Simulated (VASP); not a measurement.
# AlGaAsN with revPBE: from relaxation to properties

Wanted: the relaxed cell of AlGaAsN and its properties. The steps: relaxing cell and atoms (revPBE), second relaxation, density, ELF and potential (revPBE), bands along the symmetry lines (revPBE), total and projected DOS (revPBE) and independent-particle dielectric function (revPBE). The cell is invented: it takes the structure of a Materials Project entry for AlGaN2 (space group 156 there), with some of its atoms replaced by other elements, volume scaled by an estimate. It may not be a known or stable phase.

Method: revPBE; plane waves and PAW (As, Ga_d, Al, N); invented cell, in VASP 6.6.1.

### Step 1. The starting structure

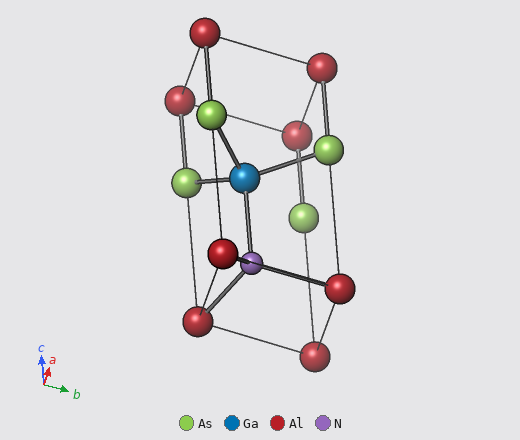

The cell as given, from a free direction (arsenic green, gallium blue, aluminium red, nitrogen purple). Bonds to atoms that aren't drawn are left out. Some periodic images of atoms are drawn too.

As a file:

```
As Ga Al N
1.0
     3.37684    0.00000    0.00000
    -1.68842    2.92443    0.00000
     0.00000    0.00000    5.47213
As Ga Al N
1 1 1 1
Direct
  0.00000 0.00000 0.62816
  0.66667 0.33333 0.49717
  0.00000 0.00000 0.99926
  0.66667 0.33333 0.11180
```

### Step 2. Relaxing cell and atoms (revPBE)

Properties are meant for the cell that this level of theory prefers, so cell and atoms are relaxed first (ISIF = 3) until forces and stress are small; EDIFFG sets the threshold. revPBE by itself binds more weakly than PBE and expands cells; dispersion terms fitted to it are the larger for that.

The input, INCAR:

```
SYSTEM = AlGaAsN
PREC = Accurate
ENCUT = 520
EDIFF = 1E-06
NELM = 100
ISMEAR = 0
SIGMA = 0.05
LREAL = .FALSE.
ALGO = Normal
GGA = RE
NBANDS = 19
LORBIT = 11
LWAVE = .FALSE.
LCHARG = .FALSE.
KPAR = 2
IBRION = 2
NSW = 60
ISIF = 3
EDIFFG = -0.01
```

The input, POSCAR:

```
AlGaAsN
1.0
    3.3768400000      0.0000000000      0.0000000000
   -1.6884200000      2.9244290000      0.0000000000
    0.0000000000      0.0000000000      5.4721290000
As Ga Al N
1 1 1 1
Direct
    0.0000000000      0.0000000000      0.6281583900
    0.6666666700      0.3333333300      0.4971742100
    0.0000000000      0.0000000000      0.9992637700
    0.6666666700      0.3333333300      0.1118036400
```

The input, KPOINTS:

```
Automatic mesh
0
Gamma
7 7 4
0 0 0
```

PAW data sets: As, Ga_d, Al and N (PBE family, release 64).

Launch:

```bash
$ mpirun -np 2 vasp_std
```

What it wrote:

```text
[banner, memory and clock lines left out]
running    2 mpi-ranks, on    1 nodes
 distrk:  each k-point on    1 cores,    2 groups
 distr:  one band on    1 cores,    1 groups

 POSCAR found type information on POSCAR AsGaAlN
 POSCAR found :  4 types and       4 ions
|                                                                             |
|               ----> ADVICE to this user running VASP <----                  |
|                                                                             |
|     You enforced a specific xc type in the INCAR file but a different       |
|     [... a line on the potential file left out ...]
|     I HOPE YOU KNOW WHAT YOU ARE DOING!                                     |
|                                                                             |

 LDA part: xc-table for (Slater+PW92), standard interpolation
 POSCAR, INCAR and KPOINTS ok, starting setup
 FFT: planning ... GRIDC
 FFT: planning ... GRID_SOFT
 FFT: planning ... GRID
 WAVECAR not read
 entering main loop
       N       E                     dE             d eps       ncg     rms          rms(c)
DAV:   1     0.185881552724E+03    0.18588E+03   -0.12301E+04  1070   0.185E+03
DAV:   2     0.300248767232E+01   -0.18288E+03   -0.17549E+03  1162   0.412E+02
DAV:   3    -0.181049385138E+02   -0.21107E+02   -0.20703E+02  1259   0.113E+02
DAV:   4    -0.187275476904E+02   -0.62261E+00   -0.62134E+00  1385   0.200E+01
DAV:   5    -0.187374585571E+02   -0.99109E-02   -0.99088E-02  1288   0.249E+00    0.958E+00
DAV:   6    -0.164074002501E+02    0.23301E+01   -0.12237E+01  1545   0.346E+01    0.462E+00
DAV:   7    -0.163621720936E+02    0.45228E-01   -0.10607E+00  1097   0.743E+00    0.298E+00
DAV:   8    -0.163546708086E+02    0.75013E-02   -0.40792E-01  1379   0.434E+00    0.101E+00
DAV:   9    -0.163407563451E+02    0.13914E-01   -0.10015E-01  1502   0.280E+00    0.580E-01
DAV:  10    -0.163424910943E+02   -0.17347E-02   -0.14947E-02  1160   0.105E+00    0.157E-01
DAV:  11    -0.163420522658E+02    0.43883E-03   -0.18047E-03  1599   0.589E-01    0.691E-02
DAV:  12    -0.163420956925E+02   -0.43427E-04   -0.23051E-04  1160   0.105E-01    0.227E-02
DAV:  13    -0.163421200310E+02   -0.24338E-04   -0.41192E-05  1227   0.414E-02    0.798E-03
DAV:  14    -0.163421208087E+02   -0.77773E-06   -0.31897E-06  1240   0.153E-02
   1 F= -.16342121E+02 E0= -.16342121E+02  d E =-.163421E+02
 curvature:   0.00 expect dE= 0.000E+00 dE for cont linesearch  0.000E+00
 trial: gam= 0.00000 g(F)=  0.577E+01 g(S)=  0.989E+01 ort = 0.000E+00 (trialstep = 0.100E+01)
 search vector abs. value=  0.157E+02
 bond charge predicted
       N       E                     dE             d eps       ncg     rms          rms(c)
DAV:   1    -0.432131594843E+02   -0.26871E+02   -0.33551E+03  1174   0.101E+03    0.360E+01
DAV:   2    -0.275056360208E+02    0.15708E+02   -0.24710E+02  1394   0.126E+02    0.173E+01
DAV:   3    -0.201742076225E+02    0.73314E+01   -0.12289E+01  1680   0.246E+01    0.942E+00
DAV:   4    -0.180605344159E+02    0.21137E+01   -0.69100E+00  1678   0.148E+01    0.221E+00
DAV:   5    -0.179285727924E+02    0.13196E+00   -0.52056E-01  1223   0.427E+00    0.121E+00
DAV:   6    -0.179122027661E+02    0.16370E-01   -0.10540E-01  1618   0.226E+00    0.393E-01
DAV:   7    -0.179151446709E+02   -0.29419E-02   -0.24871E-02  1338   0.839E-01    0.206E-01
DAV:   8    -0.179140074920E+02    0.11372E-02   -0.18837E-02  1272   0.649E-01    0.104E-01
DAV:   9    -0.179137829638E+02    0.22453E-03   -0.12792E-03  1218   0.349E-01    0.389E-02
DAV:  10    -0.179138423694E+02   -0.59406E-04   -0.32532E-04  1283   0.148E-01    0.157E-02
DAV:  11    -0.179138648236E+02   -0.22454E-04   -0.82298E-05  1168   0.794E-02    0.575E-03
DAV:  12    -0.179138713548E+02   -0.65312E-05   -0.14936E-05  1253   0.276E-02    0.405E-03
DAV:  13    -0.179138723205E+02   -0.96566E-06   -0.26217E-06  1199   0.164E-02
   2 F= -.17913872E+02 E0= -.17911864E+02  d E =-.157175E+01
[... from here on, the cycles between the ionic steps are left out ...]
   3 F= -.19528170E+02 E0= -.19527471E+02  d E =-.318605E+01
   4 F= -.19539093E+02 E0= -.19538662E+02  d E =-.319697E+01
   5 F= -.19542172E+02 E0= -.19541962E+02  d E =-.320005E+01
   6 F= -.19678591E+02 E0= -.19678062E+02  d E =-.136419E+00
   7 F= -.19686477E+02 E0= -.19686272E+02  d E =-.144305E+00
   8 F= -.19719444E+02 E0= -.19719283E+02  d E =-.329671E-01
   9 F= -.19719919E+02 E0= -.19719691E+02  d E =-.334424E-01
  10 F= -.19723062E+02 E0= -.19722914E+02  d E =-.314253E-02
  11 F= -.19723594E+02 E0= -.19723437E+02  d E =-.367468E-02
  12 F= -.19723592E+02 E0= -.19723436E+02  d E =-.367329E-02
  13 F= -.19723780E+02 E0= -.19723624E+02  d E =-.187468E-03
  14 F= -.19723816E+02 E0= -.19723661E+02  d E =-.223511E-03
 curvature:  -0.77 expect dE=-0.778E-04 dE for cont linesearch -0.390E-07
 trial: gam= 0.30252 g(F)=  0.525E-04 g(S)=  0.490E-04 ort = 0.391E-05 (trialstep = 0.103E+01)
 search vector abs. value=  0.131E-03
 bond charge predicted
       N       E                     dE             d eps       ncg     rms          rms(c)
DAV:   1    -0.197239766140E+02   -0.16074E-03   -0.98987E-03  1174   0.121E+00    0.788E-02
DAV:   2    -0.197238842031E+02    0.92411E-04   -0.74409E-04  1484   0.472E-01    0.337E-02
DAV:   3    -0.197238580953E+02    0.26108E-04   -0.63120E-05  1798   0.146E-01    0.123E-02
DAV:   4    -0.197238529688E+02    0.51265E-05   -0.13815E-05  1260   0.277E-02    0.341E-03
DAV:   5    -0.197238522938E+02    0.67496E-06   -0.99113E-07   740   0.101E-02
  15 F= -.19723852E+02 E0= -.19723689E+02  d E =-.364389E-04
 trial-energy change:   -0.000036  1 .order   -0.000035   -0.000106    0.000036
 step:   0.7719(harm=  0.7719)  dis= 0.00094  next Energy=   -19.723856 (dE=-0.397E-04)
 reached required accuracy - stopping structural energy minimisation
```

Run time: 4.2 min. Hardware: 2 MPI ranks of AMD EPYC 7R43, shared host; peak memory 0.34 GiB.

Lines that name or quote the potential files are left out of all logs, and their timing lines are given in words.

Parts of OUTCAR (step 2):

```text
ion  position               nearest neighbor table
   1  0.000  0.000  0.628-   3 2.03   2 2.08   2 2.08   2 2.08
   2  0.667  0.333  0.497-   1 2.08   1 2.08   1 2.08   4 2.11
   3  0.000  0.000  0.999-   1 2.03   4 2.04   4 2.04   4 2.04
   4  0.667  0.333  0.112-   3 2.04   3 2.04   3 2.04   2 2.11

  LATTYP: Found a hexagonal cell.
 ALAT       =     3.3768400000
 C/A-ratio  =     1.6204880895

 Subroutine GETGRP returns: Found  6 space group operations
 (whereof  6 operations were pure point group operations)

The static configuration has the point symmetry C_3v.

 Found     28 irreducible k-points:

   k-points           NKPTS =     28   k-points in BZ     NKDIM =     28   number of bands    NBANDS=     19

   dimension x,y,z NGX =    28 NGY =   28 NGZ =   42
   dimension x,y,z NGXF=    56 NGYF=   56 NGZF=   84

   ENCUT  =  520.0 eV  38.22 Ry    6.18 a.u.   6.28  6.28 10.17*2*pi/ulx,y,z

   NELECT =      26.0000    total number of electrons

 k-points in reciprocal lattice and weights: Automatic mesh
   0.00000000  0.00000000  0.00000000       0.005
   0.14285714  0.00000000  0.00000000       0.031
   0.28571429  0.00000000  0.00000000       0.031
   0.42857143  0.00000000  0.00000000       0.031
   0.14285714  0.14285714  0.00000000       0.031
   0.28571429  0.14285714  0.00000000       0.061
   0.42857143  0.14285714  0.00000000       0.031
   0.28571429  0.28571429  0.00000000       0.031
   0.00000000  0.00000000  0.25000000       0.010
[...]
0.42857143  0.14285714  0.50000000       0.031
   0.28571429  0.28571429  0.50000000       0.031

 average (electrostatic) potential at core
       1 -48.5157       2 -64.8393       3 -76.1986       4 -63.6366

 E-fermi :   6.0646

 k-point     1 :       0.0000    0.0000    0.0000
  band No.  band energies     occupation
    ...
      8      -1.7418      2.00000
      9       2.3958      2.00000
     10       2.3958      2.00000
     11       3.9841      2.00000
     12       4.9066      2.00000
     13       6.4436      0.00000
     14       6.4436      0.00000
     15       9.2779      0.00000
     16      10.9640      0.00000
     17      10.9640      0.00000
    ...

 k-point     2 :       0.1429    0.0000    0.0000
  band No.  band energies     occupation
    ...
     10       2.2374      2.00000
     11       3.8830      2.00000
     12       4.5155      2.00000
     13       5.8490      2.00000
     14       5.9763      1.98748
     15       9.5912      0.00000
     16      10.7031      0.00000
     17      11.4172      0.00000
     18      11.5440      0.00000
     19      12.3296      0.00000

 k-point     3 :       0.2857    0.0000    0.0000
  band No.  band energies     occupation
    ...
      9       0.1623      2.00000
     10       1.9119      2.00000
     11       1.9661      2.00000
     12       3.4799      2.00000
     13       5.2094      2.00000
     14       6.9575      0.00000
     15       8.6001      0.00000
     16       9.8465      0.00000
     17      10.8657      0.00000
     18      11.5095      0.00000
    ...

  Total       -0.0224342     -0.0224342     -0.0103232     -0.0000000      0.0000000      0.0000000
  in kB       -0.5350415     -0.5350414     -0.2462009     -0.0000000      0.0000000      0.0000000
  external PRESSURE =      -0.4387612 kB  Pullay stress =       0.0000000 kB

  energy-cutoff  :      520.00
  volume of cell :       67.18
      direct lattice vectors                 reciprocal lattice vectors
     3.576509686 -0.000000000 -0.000000000     0.279602207  0.161428423 -0.000000000
    -1.788254843  3.097347983  0.000000000     0.000000000  0.322856846 -0.000000000
     0.000000000  0.000000000  6.064357371     0.000000000 -0.000000000  0.164897934

 POSITION                                       TOTAL-FORCE (eV/Angst)
 -----------------------------------------------------------------------------------
      0.00000      0.00000      3.83037        -0.000000     -0.000000     -0.008884
      1.78825      1.03245      2.69594         0.000000      0.000000      0.007100
      0.00000      0.00000      0.27797         0.000000      0.000000      0.001874
      1.78825      1.03245      0.69369         0.000000     -0.000000     -0.000090
 -----------------------------------------------------------------------------------
    total drift:                               -0.000021      0.000002     -0.001572

  FREE ENERGIE OF THE ION-ELECTRON SYSTEM (eV)
  ---------------------------------------------------
  free  energy   TOTEN  =       -19.7238522938 eV

  energy  without entropy=      -19.7235265248  energy(sigma->0) =      -19.72368941

 reached required accuracy - stopping structural energy minimisation

 total charge
# of ion       s       p       d       tot
------------------------------------------
    1        1.208   1.686   0.039   2.933
    2        0.862   0.921  10.058  11.842
    3        0.360   0.300   0.000   0.660
    4        1.252   2.375   0.000   3.627
--------------------------------------------------
tot          3.682   5.282  10.098  19.061

[... 3 further parts left out ...]
```

CONTCAR:

```
AlGaAsN
   1.00000000000000
     3.5765096862628285   -0.0000000000000000   -0.0000000000000000
    -1.7882548431314143    3.0973479833755513    0.0000000000000000
     0.0000000000000000    0.0000000000000000    6.0643573709922212
  As              Ga              Al              N
     1     1     1     1
Direct
     0.0000000000000000    0.0000000000000000    0.6316196570811047
     0.6666666699999979    0.3333333300000021    0.4445550600626065
     0.0000000000000000    0.0000000000000000    0.0458366391576192
     0.6666666699999979    0.3333333300000021    0.1143886536986665
```

The k-mesh is coarse for a metal. The PAW data sets were made with PBE, which is usual practice but a small mismatch for other functionals. After so large a change of volume the plane waves of the start cell no longer fit, so the final stress carries a basis-set error. The run keeps the 6 symmetry operations of its start, so it cannot find a distortion of lower symmetry.

The steps of the relaxation:

```csv
step,energy less that of the first step (eV),largest force (eV/Å),pressure (GPa),volume (Å³)
1,0.0000,8.4749,48.79,54.04
2,-1.5718,0.9482,-16.08,92.98
3,-3.1860,1.4637,-4.34,71.54
4,-3.1970,1.5655,-3.25,70.67
5,-3.2001,1.7065,-2.03,69.76
6,-3.3365,0.5514,-0.85,68.28
7,-3.3444,0.3219,-0.25,67.81
8,-3.3773,0.2691,0.27,67.03
9,-3.3778,0.3033,0.38,66.93
10,-3.3809,0.1082,-0.27,67.35
11,-3.3815,0.0494,-0.04,67.23
12,-3.3815,0.0492,-0.10,67.24
13,-3.3817,0.0275,0.01,67.16
14,-3.3817,0.0204,0.09,67.11
15,-3.3817,0.0089,-0.04,67.18
```

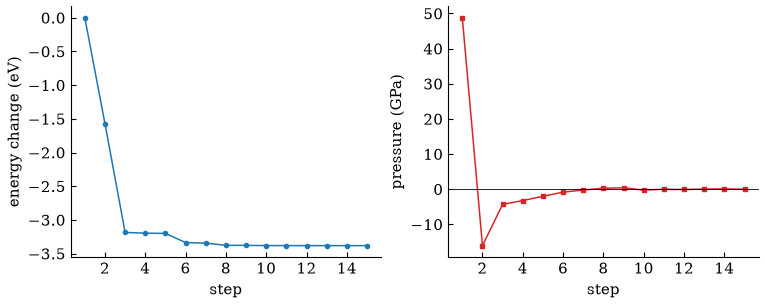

Energy and pressure along the relaxation.

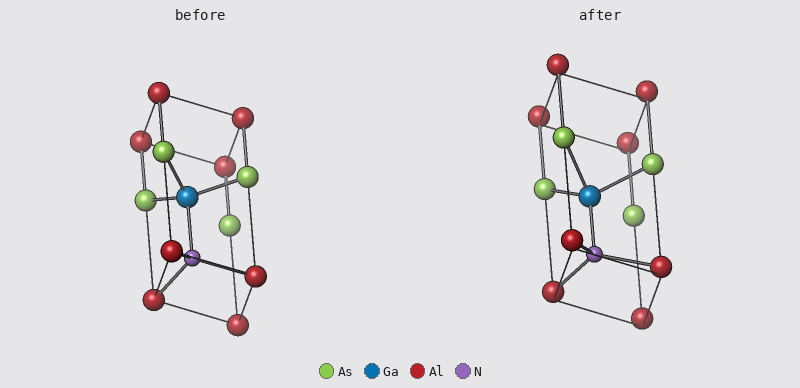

The structure before and after the relaxation, drawn at the same scale. Bonds to atoms that aren't drawn are left out.

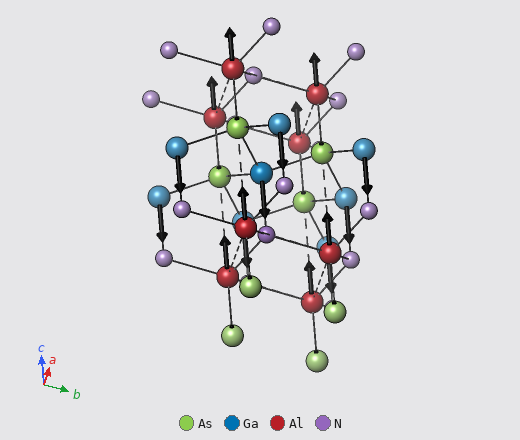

Displacements in the relaxation, exaggerated, measured against the changing cell; the longest in the cell stands for 0.32 Å. Some periodic images of atoms are drawn too.

```csv
"conventional cell, symmetrised",before,after,change
a (Å),3.377,3.577,+5.9 %
b (Å),3.377,3.577,+5.9 %
c (Å),5.472,6.064,+10.8 %
volume (Å³/atom),13.51,16.79,+24.3 %
```

The atoms that moved most (Å, as changes of fractional coordinates times the final cell):

```csv
atom,dx,dy,dz,length
Ga2,0.000,0.000,-0.319,0.319
Al3,0.000,0.000,0.282,0.282
As1,0.000,0.000,0.021,0.021
N4,0.000,0.000,0.016,0.016
```

Final coordinates:

```cif
data_structure
_symmetry_space_group_name_H-M 'P 1'
_symmetry_Int_Tables_number 1
_cell_length_a 3.5765
_cell_length_b 3.5765
_cell_length_c 6.0644
_cell_angle_alpha 90.000
_cell_angle_beta 90.000
_cell_angle_gamma 120.000
_cell_volume 67.18
loop_
_atom_site_label
_atom_site_type_symbol
_atom_site_fract_x
_atom_site_fract_y
_atom_site_fract_z
_atom_site_occupancy
As1 As 0.00000 0.00000 0.63162 1
Ga2 Ga 0.66667 0.33333 0.44456 1
Al3 Al 0.00000 0.00000 0.04584 1
N4 N 0.66667 0.33333 0.11439 1
```

This step gave:

```
electrons                       : 26
bands                           : 19
irreducible k-points            : 28
symmetry operations             : 6
free energy (TOTEN)             : -19.72 eV
energy at zero smearing         : -19.72 eV
Fermi energy                    : 6.065 eV
pressure                        : -0.04388 GPa
metallic                        : yes
SCF cycles over all ionic steps : 111
```

It ends with a largest force of 0.009 eV/Å and a pressure of -0.04 GPa.

(Continued in part 2 of 4.)

[Lines on the potential files, build, host, timing and source positions are cut from VASP's logs without a mark.]

[Logs are printed without paths, hosts, clocks, repeated set-up lines and the standing remarks that a program may print on its own settings, such as how far it seeks lower states.]

[Hosts, paths, dates, database ids (printed as entryN), source tags and the programs' standing remarks are cut or masked in the printed files.]

[A measured line is paired with the nearest computed mode of its activity, which favours agreement.]
